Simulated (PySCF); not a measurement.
C₆H₃F₁₁

The calculation's input:

```
{"job": {"xc": "PBE0", "basis": "6-31G*", "kind": "nmr", "pop": true}, "charge": 0, "multiplicity": 1}
F     -3.516310     0.435237    -1.027592
C     -3.213467    -0.415843    -0.038901
F     -4.182166    -0.325736     0.884580
C     -1.852701    -0.044523     0.602787
F     -1.614517    -0.906450     1.619784
F     -1.884316     1.186325     1.146327
C     -0.658517    -0.136900    -0.395976
F     -0.871375     0.708626    -1.419691
F     -0.676101    -1.384264    -0.922979
C      0.663829     0.160414     0.316015
C      1.878495     0.044151    -0.607581
F      2.006594    -1.198875    -1.114654
F      1.799894     0.885794    -1.656641
C      3.184319     0.376261     0.175836
F      4.262182     0.290463    -0.585365
F      3.122768     1.611872     0.676856
F      3.331466    -0.461304     1.205159
H     -3.185918    -1.444782    -0.432171
H      0.783263    -0.550870     1.137826
H      0.617428     1.181081     0.705862
```

Run with:

```sh
OMP_NUM_THREADS=1 python ens_run.py task.json out
```

Geometry: GFN2-xTB.

All numbers below come from PBE0/6-31G*, SCF density, gas phase, non-relativistic (PySCF 2.14.0).

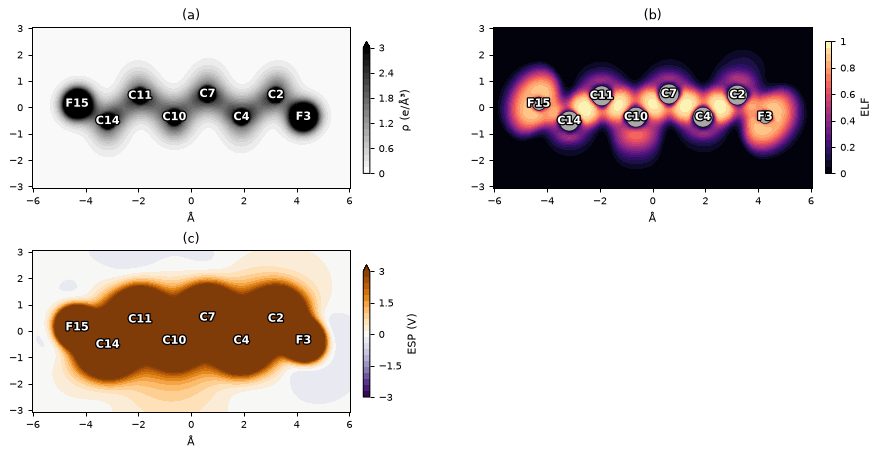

Figure 1. (a) electron density; (b) electron localisation function; (c) molecular electrostatic potential on the plane of atoms C7, C10 and C11. Grey discs cover the atomic cores in the ELF map.

Describe what can be read from this map.

- Atoms in the plane: C and F.
- C–F (1.32 Å): the density is about 2.5 e/Å³ at the midpoint; the ELF peaks at about 0.85 between the atoms; a shared but strongly polarised pair.
- C–C (1.53 Å): the density is about 1.7 e/Å³ at the midpoint; the ELF peaks at about 0.95 between the atoms; a covalent bond.
- The ELF also peaks beside F3 and F15, away from the bonds: lone-pair regions.
- Outside the dense part of the molecule the potential is most negative (−0.4 V) near F3.

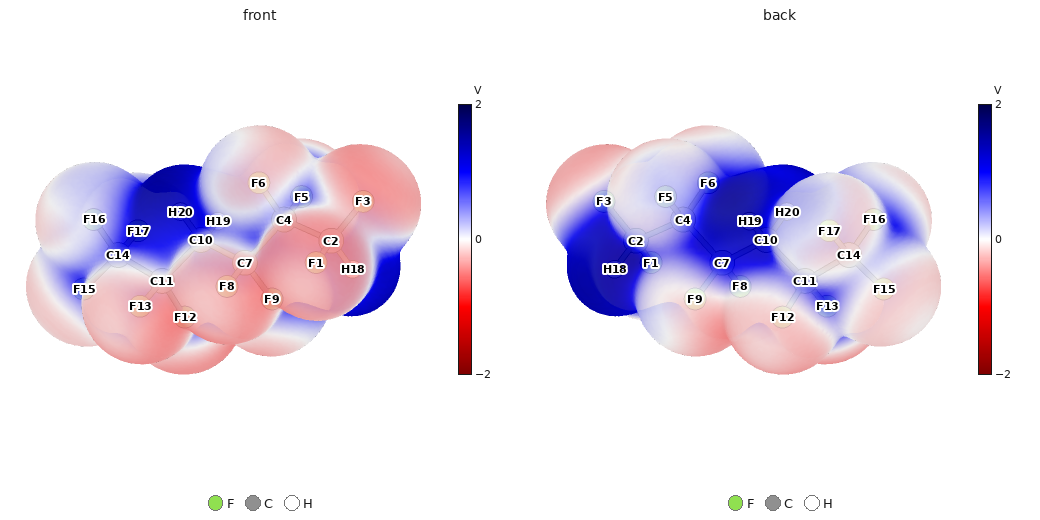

Figure 2. The electrostatic potential painted on the density surface at 0.002 e/bohr³, seen from the front and from behind; the colour scale runs from red (negative) to blue (positive).

Describe the electrostatic potential map.

The most negative region (about −0.5 V) lies over the F atoms, the most positive (about +1.5 V) over H18, H19 and H20.

What dipole moment does the calculation give?

Its dipole moment is 1.16 D.
